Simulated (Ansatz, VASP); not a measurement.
# Cross-check of BaTiO3 between VASP and Ansatz, part 3 of 3

One calculation is typed for both programs; each brings its own data sets and cutoff. How far apart do they land?  The cell comes out of the VASP series on this material, whose earlier steps may have relaxed, scaled or displaced it; both programs get it as it stands.

VASP 6.6.1 and Ansatz 0.2.0.

So far. Step 3 (VASP: single point, r2SCAN): The run ends at a pressure of 0.04 GPa, with forces up to 0.0082 eV/Å. Step 6 (VASP: band structure, r2SCAN): The run ends at a pressure of 0.04 GPa, with forces up to 0.0082 eV/Å.

## (11) VASP: band structure, r2SCAN, spin-orbit coupling (continued)

Level of this step: r2SCAN, spin-orbit coupling, no spin polarisation; plane waves and PAW (Ba_sv, Ti_sv, O) (VASP).

Numbers of over 12 decimals in the logs are rounded to 6 here.

OUTCAR, selected parts (step 11):

```text
  Total        0.0190414      0.0190414      0.0445372      0.0000000      0.0000000      0.0000000
  in kB        0.4658776      0.4658776      1.0896720      0.0000000      0.0000000      0.0000000
  external PRESSURE =       0.6738091 kB  Pullay stress =       0.0000000 kB

 POSITION                                       TOTAL-FORCE (eV/Angst)
 -----------------------------------------------------------------------------------
      0.00000      0.00000      0.02747        -0.000000      0.000000      0.011009
      1.99369      1.99369      2.16307         0.000000     -0.000000      0.044310
      1.99369      1.99369      3.99798         0.000000      0.000000     -0.016714
      1.99369      0.00000      2.00676         0.000000      0.000000     -0.019302
      0.00000      1.99369      2.00676         0.000000      0.000000     -0.019302
 -----------------------------------------------------------------------------------
    total drift:                                0.000000      0.000000      0.013081

  FREE ENERGIE OF THE ION-ELECTRON SYSTEM (eV)
  ---------------------------------------------------
  free  energy   TOTEN  =       -74.4458177105 eV

  energy  without entropy=      -74.4458177105  energy(sigma->0) =      -74.44581771

 magnetization (x)
# of ion       s       p       d       tot
------------------------------------------
    1        0.000   0.000  -0.000   0.000
    2        0.000  -0.000   0.000  -0.000
    3        0.000   0.000   0.000   0.000
    4        0.000   0.000   0.000   0.000
    5        0.000   0.000   0.000   0.000
--------------------------------------------------
tot          0.000   0.000  -0.000   0.000

 magnetization (y)
# of ion       s       p       d       tot
------------------------------------------
    1        0.000   0.000  -0.000   0.000
    2        0.000   0.000   0.000   0.000
    3        0.000   0.000   0.000   0.000
    4        0.000   0.000   0.000   0.000
    5        0.000   0.000   0.000   0.000
--------------------------------------------------
tot          0.000   0.000  -0.000   0.000

 magnetization (z)
# of ion       s       p       d       tot
------------------------------------------
    1        0.000   0.000   0.000   0.000
    2        0.000   0.000   0.000   0.000
    3        0.000  -0.000   0.000  -0.000
    4        0.000  -0.000   0.000   0.000
    5       -0.000   0.000   0.000  -0.000
--------------------------------------------------
tot          0.000  -0.000   0.000  -0.000

[... 1 part as in an earlier step ...]

[... 2 further parts left out ...]
[key lines of the parts left out:]
E-fermi :   3.8254
```

The run ends at a pressure of 0.07 GPa, with forces up to 0.044 eV/Å.

## (12) Differences

What differs besides the data sets and the points named for the pairs above, as far as they apply: spin-orbit coupling enters by fully relativistic files in Ansatz and inside the spheres in VASP. Total energies have different zeros and are not compared.

Both answers:

```tsv
quantity	Ansatz	VASP	difference
pressure (GPa)	-1.82	0.07	-1.89
gap over the path points (eV)	2.192	2.174	+0.018
```

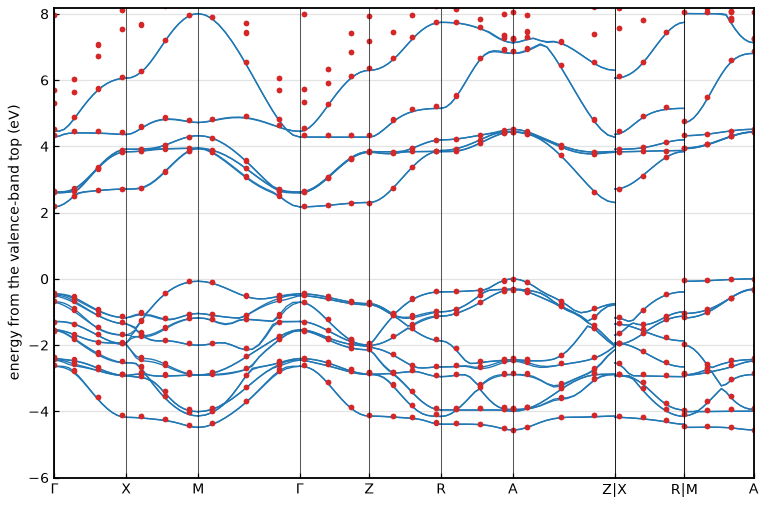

Bands from VASP (lines) and levels from Ansatz (dots). Dots without a line are higher empty bands that the VASP plot leaves out.

Levels at points of the path, from each program's valence-band top (eV; 8 filled, then empty):

```tsv
k (reciprocal lattice)	Ansatz	VASP
0.000 0.000 0.000	-1.30 -1.30 -0.67 -0.67 -0.48 -0.48 -0.42 -0.42 2.19 2.19 2.62 2.62 2.64 2.64	-1.29 -1.29 -0.70 -0.70 -0.51 -0.51 -0.45 -0.45 2.17 2.17 2.60 2.60 2.62 2.62
0.000 0.133 0.000	-1.37 -1.36 -0.94 -0.87 -0.68 -0.63 -0.56 -0.52 2.50 2.51 2.65 2.66 2.72 2.73	-1.36 -1.35 -0.97 -0.90 -0.71 -0.66 -0.59 -0.55 2.48 2.49 2.64 2.65 2.70 2.71
0.000 0.300 0.000	-1.68 -1.67 -1.46 -1.45 -1.07 -1.06 -0.93 -0.90 2.67 2.68 3.33 3.34 3.35 3.37	-1.70 -1.70 -1.49 -1.48 -1.10 -1.09 -0.96 -0.94 2.66 2.67 3.32 3.33 3.35 3.36
0.000 0.467 0.000	-1.92 -1.92 -1.67 -1.67 -1.31 -1.31 -1.13 -1.13 2.71 2.71 3.82 3.82 3.90 3.90	-1.94 -1.93 -1.70 -1.69 -1.35 -1.35 -1.17 -1.17 2.71 2.71 3.82 3.82 3.89 3.90
0.100 0.500 0.000	-1.73 -1.71 -1.63 -1.61 -1.27 -1.25 -1.04 -1.01 2.73 2.75 3.85 3.86 3.92 3.93	-1.75 -1.74 -1.67 -1.65 -1.30 -1.28 -1.08 -1.05 2.73 2.75 3.85 3.86 3.92 3.92
0.267 0.500 0.000	-1.84 -1.83 -1.48 -1.45 -1.19 -1.17 -0.44 -0.43 3.22 3.25 3.93 3.94 4.04 4.05	-1.87 -1.87 -1.52 -1.49 -1.23 -1.21 -0.47 -0.46 3.21 3.24 3.92 3.93 4.03 4.04
0.433 0.500 0.000	-1.95 -1.95 -1.18 -1.17 -1.05 -1.05 -0.07 -0.07 3.86 3.87 3.95 3.95 4.30 4.30	-1.98 -1.98 -1.21 -1.20 -1.08 -1.08 -0.10 -0.10 3.85 3.86 3.94 3.94 4.29 4.29
0.433 0.433 0.000	-1.93 -1.92 -1.22 -1.21 -1.07 -1.06 -0.10 -0.10 3.82 3.84 3.90 3.90 4.26 4.26	-1.96 -1.96 -1.25 -1.24 -1.10 -1.09 -0.13 -0.13 3.81 3.83 3.89 3.89 4.25 4.25
0.267 0.267 0.000	-2.10 -2.10 -1.21 -1.20 -1.09 -1.07 -0.50 -0.50 3.08 3.11 3.35 3.36 3.57 3.58	-2.14 -2.14 -1.22 -1.21 -1.12 -1.11 -0.53 -0.53 3.06 3.10 3.34 3.35 3.56 3.57
0.100 0.100 0.000	-1.31 -1.29 -1.12 -1.05 -0.63 -0.55 -0.50 -0.49 2.50 2.52 2.66 2.67 2.70 2.72	-1.29 -1.28 -1.15 -1.08 -0.66 -0.58 -0.53 -0.52 2.48 2.50 2.65 2.65 2.69 2.70
```

At this near-relaxed geometry the largest component of a force difference is 153 meV/Å. Among the levels compared (up to four filled and three empty ones at each point), filled levels agree within 52 meV and empty ones within 20 meV. Ansatz's pressure holds a Pulay correction of 0.06 GPa; VASP's holds none.

## (13) Looking for the cause

The difference is large enough to ask for its cause, so further runs change the set-up of one program at a time, as the table lists.

```tsv
run	r.m.s. force difference (meV/Å)
as above	56
cores kept as stored, as VASP does	57
Ansatz's larger PAW set (cutoff 910 eV)	60
norm-conserving potentials (cutoff 1260 eV)	59
```

## (14) Results

```json
{
  "r.m.s. force difference (single point, r2SCAN)": "57 meV/Å",
  "difference in pressure (single point, r2SCAN)": "-1.9 GPa",
  "r.m.s. force difference (band structure, r2SCAN)": "57 meV/Å",
  "difference in pressure (band structure, r2SCAN)": "-1.9 GPa",
  "r.m.s. force difference (band structure, r2SCAN, spin-orbit coupling)": "56 meV/Å",
  "difference in pressure (band structure, r2SCAN, spin-orbit coupling)": "-1.9 GPa"
}
```

In words: The r.m.s. force difference is 57 meV/Å (single point, r2SCAN), beyond the 12 meV/Å picked in this series as the mark of a large difference. Also far apart in the single point, r2SCAN pair: the difference in pressure, -1.9 GPa. For single point, r2SCAN: no further run halves the r.m.s. force difference; only Ansatz's side was varied, and Ansatz's runs with other potentials lie closer to each other than to VASP, which for this quantity points to VASP's side; this was not tested here. Also far apart in the band structure, r2SCAN pair: the difference in pressure, -1.9 GPa. For band structure, r2SCAN: no further run halves the r.m.s. force difference; only Ansatz's side was varied, and Ansatz's runs with other potentials lie closer to each other than to VASP, which for this quantity points to VASP's side; this was not tested here. Also far apart in the band structure, r2SCAN, spin-orbit coupling pair: the difference in pressure, -1.9 GPa. 3 further runs on this material are not shown. How closely two codes agree says nothing of how well the functional describes the real material.

[Lines on the potential files, build, host, timing and source positions are cut from VASP's logs without a mark.]

[Logs are printed without paths, hosts, clocks, repeated set-up lines and the standing remarks that a program may print on its own settings, such as how far it seeks lower states.]

[Hosts, paths, dates, database ids (printed as entryN), source tags and the programs' standing remarks are cut or masked in the printed files.]
